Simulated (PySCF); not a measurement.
**Run report: BSi₂NH₉ (charge −1), NMR shielding calculation**

System: BSi₂NH₉, charge −1, SMILES [BH3-]N([SiH3])[SiH3].
Method: GIAO PBE0/pcSseg-1 NMR shielding, non-relativistic, gas phase (PySCF 2.14.0).

The geometry comes from this level: GFN2-xTB, MD frame at 250 fs, 400 K. It belongs to a series of runs on one base structure; here: MD frame at 250 fs, 400 K. Figures and captions count atoms from 1; the log counts them from 0 in places.

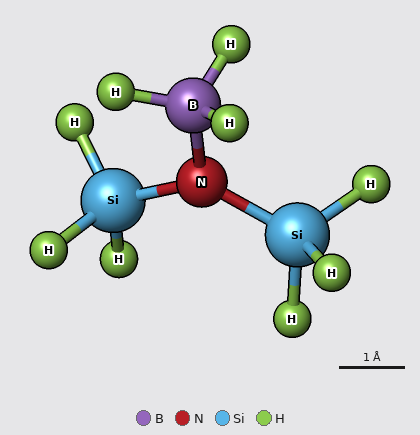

Figure 1. The structure (ball-and-stick view, seen at a tilt).

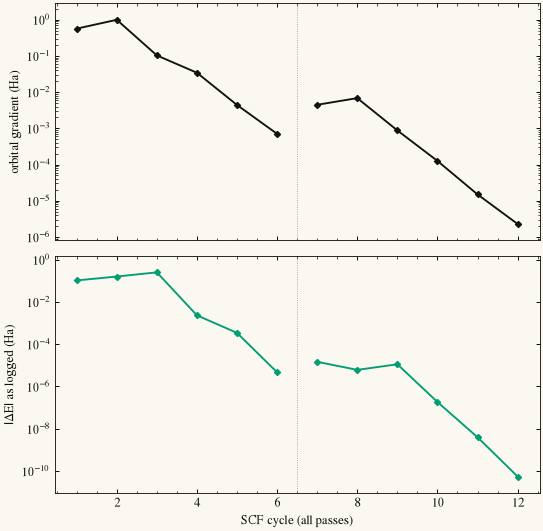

Figure 2. Convergence of the self-consistent field: orbital gradient and size of the energy change against the SCF cycle. The dotted line marks the change from a coarse to the final integration grid. The first 6 cycles use a coarse grid, the final grid takes over at cycle 7, and the field converges after 12 cycles in all.

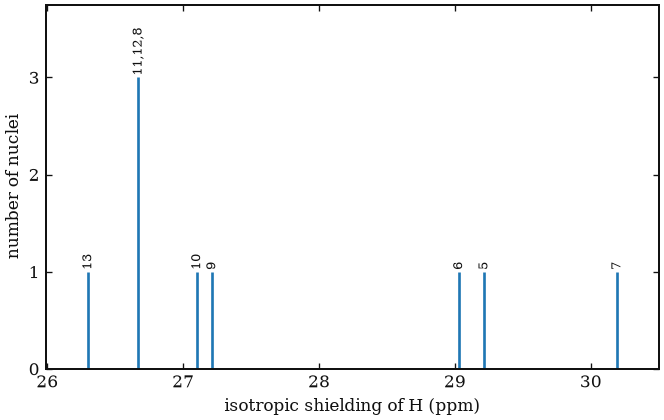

Figure 3. Isotropic shieldings of the hydrogen nuclei in this fixed geometry, labelled by atom number; shielding grows to the right, so chemical shift grows to the left. The least shielded is H13 (26.3 ppm), the most shielded H7 (30.2 ppm).

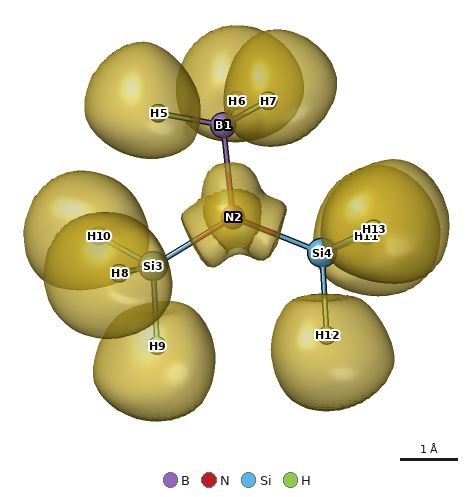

Figure 4. Isosurface of the ELF at 0.75 (yellow), seen at a tilt. Only the valence region is drawn (cores and ρ < 0.01 e/Å³ removed). Values along the shortest contacts: B–N (1.66 Å): the ELF peaks at about 0.90 between the atoms (a shared but strongly polarised pair).

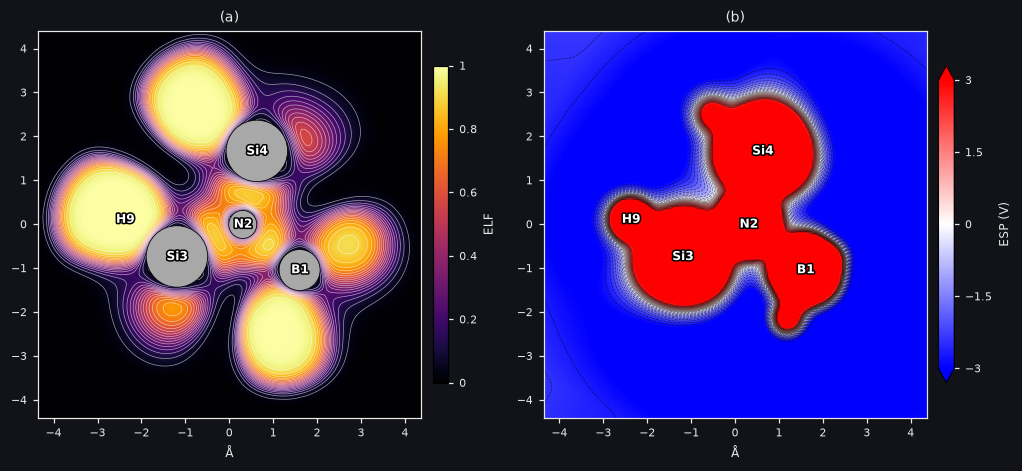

Figure 5. (a) electron localisation function; (b) electrostatic potential on the plane of atoms B1, N2 and Si4. Grey discs, where drawn, cover atomic cores. Si–H (1.46 Å): the ELF climbs to about 1 towards the hydrogen, as it does in any bond to H.

These pictures come from the run below.

The input
```
{"job": {"kind": "nmr", "xc": "PBE0", "basis": "pcSseg-1", "pop": false}, "charge": -1, "multiplicity": 1}
B     -0.096300     1.448800     0.878600
N     -0.455500    -0.067200     0.308000
Si     0.836400    -0.921700    -0.307700
Si    -2.084500    -0.569600     0.352200
H      1.010900     1.769500     0.438000
H     -0.111700     1.290200     2.103700
H     -0.924300     2.215500     0.620700
H      1.217100    -0.387000    -1.666700
H      0.628100    -2.319200    -0.674100
H      1.994700    -0.973800     0.597800
H     -2.639300    -0.889400     1.724500
H     -2.396500    -1.726200    -0.545400
H     -3.095000     0.424000    -0.293700
```

The first line tells a small driver script what to run in PySCF; the rest is the geometry in Å.

Launch command:
```bash
OMP_NUM_THREADS=1 python <driver script> task.json out
```

Log
```
coarse grid: 10976 points
cycle   1  E = -663.5622869346  dE = -1.041e-01  |g| = 5.642e-01  |ddm| = 3.065e+00
cycle   2  E = -663.4032924183  dE =  1.590e-01  |g| = 9.905e-01  |ddm| = 2.200e+00
cycle   3  E = -663.6541228300  dE = -2.508e-01  |g| = 1.029e-01  |ddm| = 1.486e+00
cycle   4  E = -663.6564441765  dE = -2.321e-03  |g| = 3.422e-02  |ddm| = 1.099e-01
cycle   5  E = -663.6567872634  dE = -3.431e-04  |g| = 4.406e-03  |ddm| = 3.729e-02
cycle   6  E = -663.6567919385  dE = -4.675e-06  |g| = 7.039e-04  |ddm| = 6.069e-03
final grid: 94400 points
cycle   7  E = -663.6772526835  dE = -1.467e-05  |g| = 4.466e-03  |ddm| = 1.729e-02
cycle   8  E = -663.6772465832  dE =  6.100e-06  |g| = 6.819e-03  |ddm| = 1.211e-02
cycle   9  E = -663.6772577932  dE = -1.121e-05  |g| = 8.749e-04  |ddm| = 7.482e-03
cycle  10  E = -663.6772579774  dE = -1.842e-07  |g| = 1.259e-04  |ddm| = 8.383e-04
cycle  11  E = -663.6772579814  dE = -3.958e-09  |g| = 1.497e-05  |ddm| = 1.425e-04
cycle  12  E = -663.6772579814  dE = -5.480e-11  |g| = 2.290e-06  |ddm| = 2.581e-05
converged SCF energy = -663.6772579814

GIAO shielding tensors (ppm)
atom      isotropic    diamagn.    paramagn.     s11        s22        s33       span
  0 B      123.624     184.597     -60.973    102.359    114.287    154.227     51.868
  1 N      287.413     323.353     -35.941    256.923    297.402    307.913     50.990
  2 Si     422.777     879.381    -456.604    361.328    381.820    525.183    163.854
  3 Si     418.303     877.861    -459.558    348.672    375.018    531.219    182.546
  4 H       29.214      29.651      -0.437     26.220     27.316     34.105      7.885
  5 H       29.028      29.474      -0.446     25.651     26.855     34.577      8.926
  6 H       30.192      31.144      -0.952     27.464     28.459     34.653      7.189
  7 H       26.704      29.639      -2.936     23.072     24.539     32.499      9.427
  8 H       27.211      30.541      -3.330     24.004     25.684     31.945      7.941
  9 H       27.099      29.788      -2.689     23.912     24.672     32.715      8.803
 10 H       26.629      28.230      -1.600     23.182     24.269     32.436      9.254
 11 H       26.673      29.171      -2.498     23.406     25.173     31.441      8.035
 12 H       26.298      28.185      -1.887     23.530     24.299     31.065      7.535
```

Results in brief

```tsv
quantity	value
outcome	converged
total energy	−663.677258 hartree
HOMO	−1.79 eV
LUMO	4.74 eV
isotropic shielding, B	123.6 ppm
isotropic shielding, N	287.4 ppm
isotropic shielding, Si	418.3 to 422.8 ppm
isotropic shielding, H	26.3 to 30.2 ppm
hardware	1 CPU thread, shared host
wall time	36 s
peak memory	0.59 GiB
```
